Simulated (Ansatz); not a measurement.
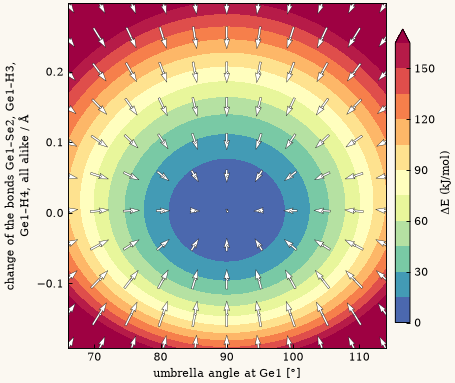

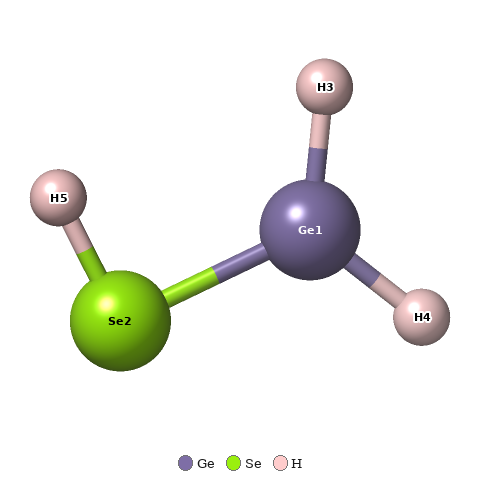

Energy landscape of GeH3Se, SMILES [GeH2+][SeH], charge +1. Coordinates scanned: (1) umbrella angle at Ge1 (between each of its bonds and their common axis; 90 is planar); (2) change of the bonds Ge1–Se2, Ge1–H3, Ge1–H4, all alike. Nothing is relaxed (all other coordinates rigid). The grid has 11 × 11 points; 91 points were computed and 30 follow by symmetry. Points are written as (first, second). All energies are given in kJ/mol relative to the relaxed molecule at the same level. The restricted reference is unstable at some or all points, so the energies there are unreliable. The calculation used RHF-MP2, frozen core/def2-TZVP in Ansatz.

Drawn: filled contours, dots at the grid points, arrows along the force (downhill), their lengths compressed, one colour for all values above the top of the scale. Between grid points the surface is interpolated. The second picture is the structure at the lowest point.

### Where are the wells?

The lowest grid point is at (90.0°, 0.003 Å), 0.03 kJ/mol from the relaxed molecule at the same level. It is the only kind of minimum in the scanned range. The highest grid point, (66.0°, −0.192 Å), lies 266 kJ/mol above the lowest. Round the minimum the two coordinates are nearly uncoupled.

The values on the grid:

```
second ↓, first →  66.0  70.8  75.6  80.4  85.2  90.0  94.8  99.6  104.4  109.2  114.0
            0.297   238   212   191   176   166   163   166   176    191    212    238
            0.248   201   174   151   135   125   121   125   135    151    174    201
            0.199   168   139   115    98    87    83    87    98    115    139    168
            0.150   140   109    84    66    54    51    54    66     84    109    140
            0.101   119    86    60    40    29    25    29    40     60     86    119
            0.052   106    72    44    24    11     7    11    24     44     72    106
            0.003   105    68    39    18     4     0     4    18     39     68    105
           −0.045   117    78    47    24    11     6    11    24     47     78    117
           −0.094   145   104    71    48    33    28    33    48     71    104    145
           −0.143   193   150   116    91    76    70    76    91    116    150    193
           −0.192   266   221   185   159   143   137   143   159    185    221    266
```

Time for the 91 points that were run: 8.1 min on 1 thread of Arm Neoverse V2, with other jobs on the host.
